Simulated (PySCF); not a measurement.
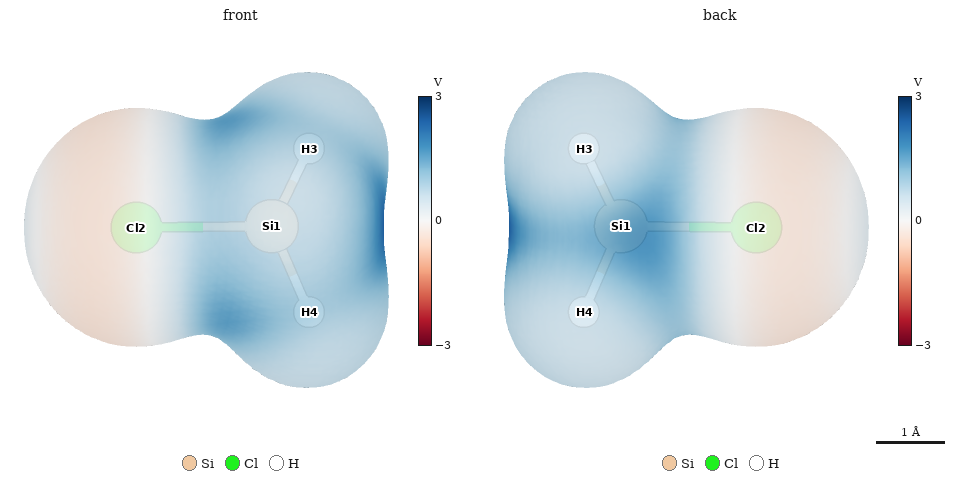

Figure 1: ClH2Si (SMILES [SiH2]Cl) (doublet). The molecular electrostatic potential painted on the density surface at 0.004 e/bohr³, seen from the front and from behind; the colour scale runs from red (negative) to blue (positive).

Geometry: GFN2-xTB.

Theory: PySCF 2.14.0, density-fitted response routines, UKS B3LYP, pcH-1 on Cl H Si, non-relativistic, mean-field spin-orbit, GIAO.

```yaml
atoms:
  - { symbol: Si, position_ang: [-0.1800, 0.0046, 0.3390] }
  - { symbol: Cl, position_ang: [1.7935, -0.0146, -0.1005] }
  - { symbol: H, position_ang: [-0.8121, -1.2174, -0.1244] }
  - { symbol: H, position_ang: [-0.7911, 1.2322, -0.1371] }
```

**Describe the electrostatic potential map.**

The most negative region (about −0.4 V) lies over Cl2, the most positive (about +2.4 V) over Si1. Cl2 shows a σ-hole: about +0.3 V at the tip opposite its bond, against about −0.2 V on its flanks.
